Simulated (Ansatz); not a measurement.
```
atom    x (Å)   y (Å)    z (Å)
  Ga   0.0000  0.0000  -0.3259
   H   0.0000  0.0000   2.4486
   H   1.4042  0.0000  -1.1332
   H  -1.4042  0.0000  -1.1332
   H   0.0000  0.0000   3.1736
```

Not at a stationary point (largest force 2.0 eV/Å).

All numbers below come from UKS PBE/def2-SVP in Ansatz.

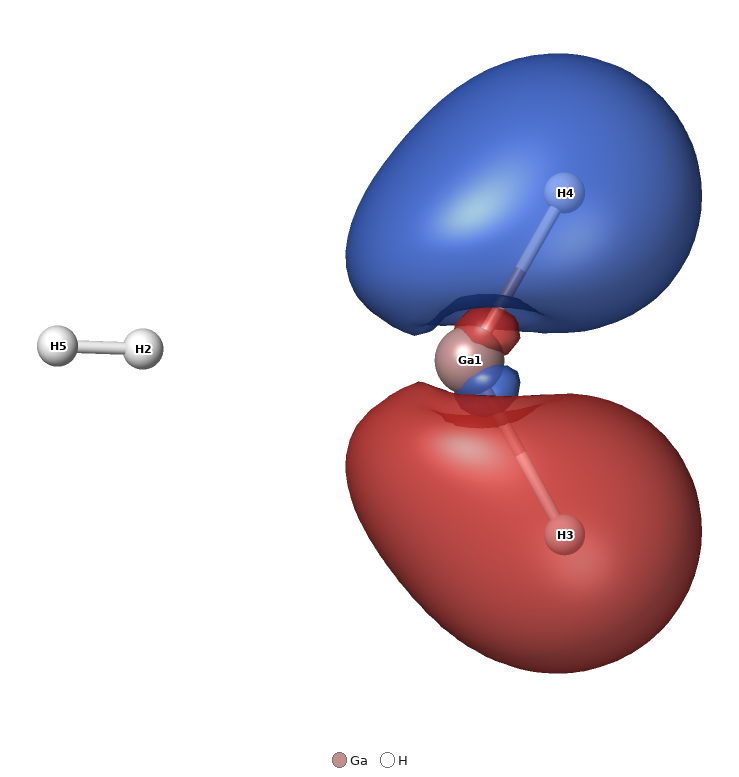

GaH₂···H₂ (doublet). The HOMO−1 (α) at ±0.1 Å⁻³ᐟ² (red and blue are the two phases), seen at a tilt.

**Where does this orbital lie, and at what energy?**

It lies mainly on Ga1 (about 40 %), H3 (about 30 %) and H4 (about 30 %); it is symmetric in the molecular plane (an in-plane orbital: σ, lone-pair or in-plane π type). Its energy is −7.51 eV.
